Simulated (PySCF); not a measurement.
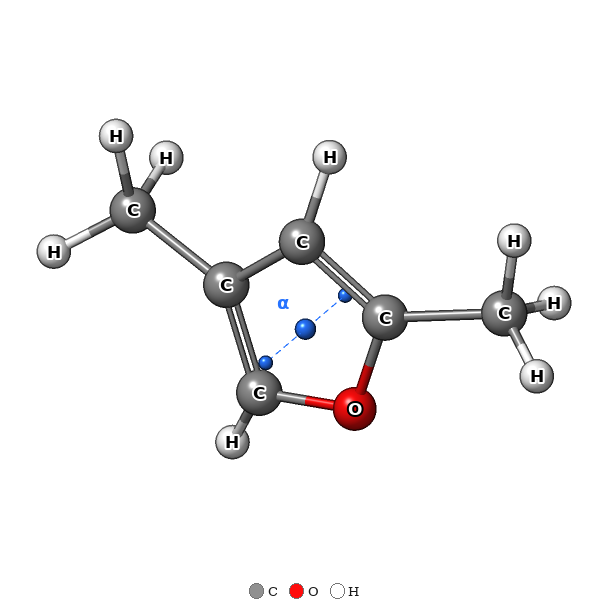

The small points mark where nucleus-independent chemical shifts (NICS) were computed: at the centre of each lettered ring and 1 Å above and below it. Geometry: a frame of a GFN2-xTB molecular-dynamics simulation, not a minimum. Level of theory: GIAO PBE0/pcSseg-1 NMR shielding, non-relativistic, gas phase (PySCF 2.14.0).

Give NICS(0), NICS(1) and the out-of-plane component NICS(1)zz for each ring (means of the two sides).

```json
{"ring": "α", "members": "C4O", "NICS(0)": "−10.7", "NICS(1)": "−9.7", "NICS(1)zz": "−23.8"}
```

Values in ppm.

> What do the values say about the ring currents?

Ring α: diatropic, as in an aromatic ring. NICS is one index among several.
